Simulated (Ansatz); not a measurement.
# FGaGeHO (SMILES [F][GeH][O][Ga]) (doublet): what the fields show

The calculation's input:

```
crystal:
  periodic: [false, false, false]
  atoms:
    - {symbol: F, position_ang: [-1.356025, -1.153130, -2.028600]}
    - {symbol: Ga, position_ang: [-2.851818, 1.457985, 0.262306]}
    - {symbol: Ge, position_ang: [-0.640426, 0.454944, -2.178108]}
    - {symbol: O, position_ang: [-1.504694, 1.426451, -0.984632]}
    - {symbol: H, position_ang: [0.861101, 0.276200, -1.720753]}
basis:
  gaussian: {orbitals: def2-TZVPD}
magnetization: {spin_polarized: true, initial_magnetization: 1}
hamiltonian: {xc: {name: PBE0}}
output: {forces: true, orbitals: {seedname: orbitals}}
```

Launched as:

```sh
ansatz run input.yaml --threads 2 --pin off --max-ram 4350MiB --events-out events.jsonl --progress --plain --runs-dir runs
```

Geometry: B3LYP-D3(BJ)/def2-SVP.

Computed with Ansatz 0.2.0, isolated molecule in a Gaussian basis; Kohn-Sham density functional theory, functional PBE0.

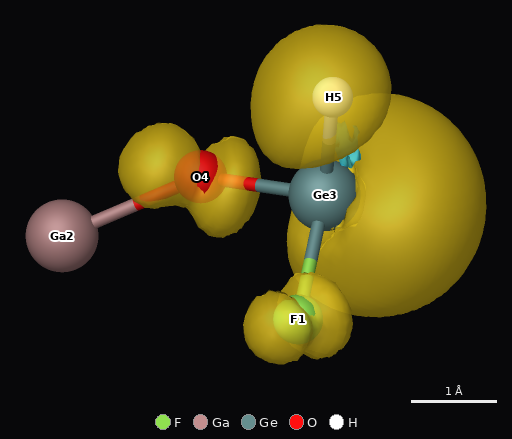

Figure 1. Isosurfaces of the spin density (α minus β) at +0.02 (yellow) and −0.02 e/Å³ (cyan), seen at an oblique angle.

Question: Where is the unpaired spin?

Answer: The unpaired spin (1 electron) lies mostly on Ge3 (about 0.7), H5 (about 0.1) and O4 (about 0.1), in electrons by Hirshfeld's partition.

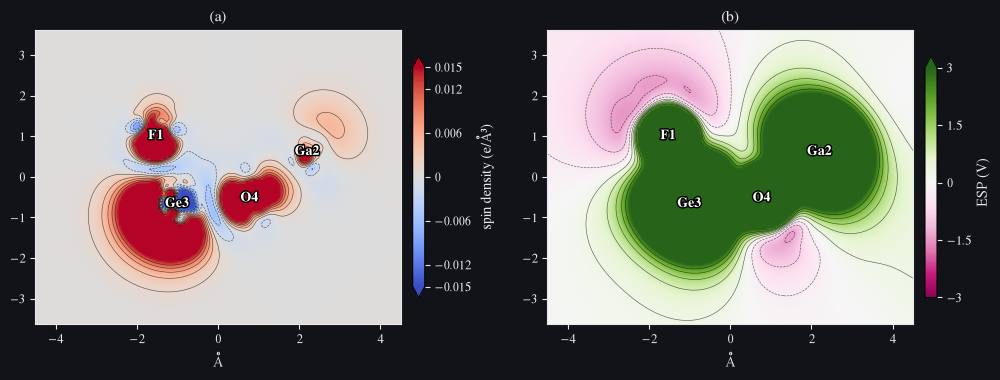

Figure 2. (a) spin density (α minus β); (b) electrostatic potential on the plane of atoms Ga2, O4 and Ge3.

Question: Read the bonding off the picture.

Answer: The section cuts through F, Ga, Ge and O sites. The unpaired spin (1 electron) lies mostly on Ge3 (about 0.7), H5 (about 0.1) and O4 (about 0.1), in electrons by Hirshfeld's partition. Outside the dense part of the molecule the potential is most negative (−1.5 V) near F1.

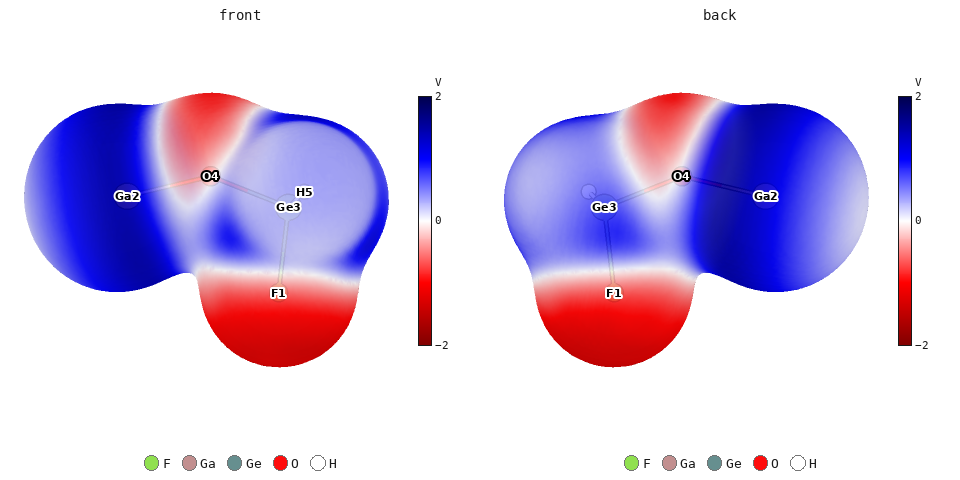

Figure 3. The molecular electrostatic potential painted on the density surface at 0.002 e/bohr³, seen from the front and from behind; the colour scale runs from red (negative) to blue (positive).

Question: Describe the electrostatic potential map.

Answer: The most negative region (about −1.4 V) lies over F1, the most positive (about +1.5 V) over Ga2.

Question: How polar is the molecule by this calculation?

Answer: Its dipole moment is 1.78 D.

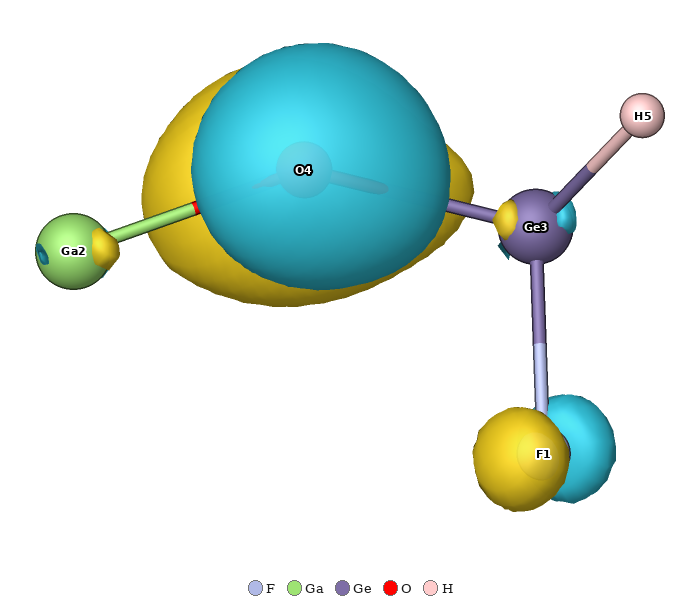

Figure 4. The HOMO−1 (β) at ±0.15 Å⁻³ᐟ² (yellow and cyan are the two phases), seen across its widest extent.

Question: Where does this orbital lie, and at what energy?

Answer: Its weight (Hirshfeld) is mainly on O4 (about 70 %), Ge3 (about 15 %) and Ga2 (about 10 %); largely a lone pair of O4. Its energy is −9.18 eV.
